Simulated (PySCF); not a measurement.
Reaction (SMILES): O=S(F)F + 3 [H][H] (H2) → 2 F (HF) + O (H2O) + S (H2S)
B3LYP-D3(BJ)/def2-TZVP geometries, fixed; electronic energies without zero-point terms.
Largest species:
```
S
O 1 1.4239
F 1 1.6063 2 106.51
F 1 1.6063 2 106.51 3 98.37
```

Basis-set convergence of the energy of full hydrogenation at HF with PySCF. All functions are spherical. Density fitting with generated auxiliary sets. In sets without p functions on hydrogen, species with hydrogen take exact integrals. No added dispersion term, no relativity. Functions are those of the species that has most. Reference: the value in pcseg-3, -77.55 kcal/mol, itself unsure by roughly 0.41 kcal/mol (its mean distance from def2-QZVPP, cc-pV(Q+d)Z). Deviations are taken from unrounded values.

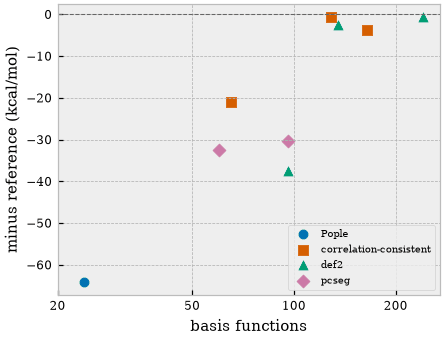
Figure: Deviation from the reference against the number of basis functions, by family of sets.

| basis | functions | energy of full hydrogenation (kcal/mol) | minus reference (kcal/mol) |
|---|---|---|---|
| STO-3G | 24 | -141.67 | -64.12 |
| pcseg-1 | 60 | -110.16 | -32.61 |
| cc-pV(D+d)Z | 65 | -98.67 | -21.13 |
| aug-pcseg-1 | 96 | -107.96 | -30.42 |
| def2-SVPD | 96 | -115.01 | -37.46 |
| cc-pV(T+d)Z | 129 | -78.20 | -0.65 |
| def2-TZVPP | 135 | -80.21 | -2.66 |
| jun-cc-pV(T+d)Z | 165 | -81.25 | -3.70 |
| def2-QZVPP | 241 | -78.21 | -0.66 |
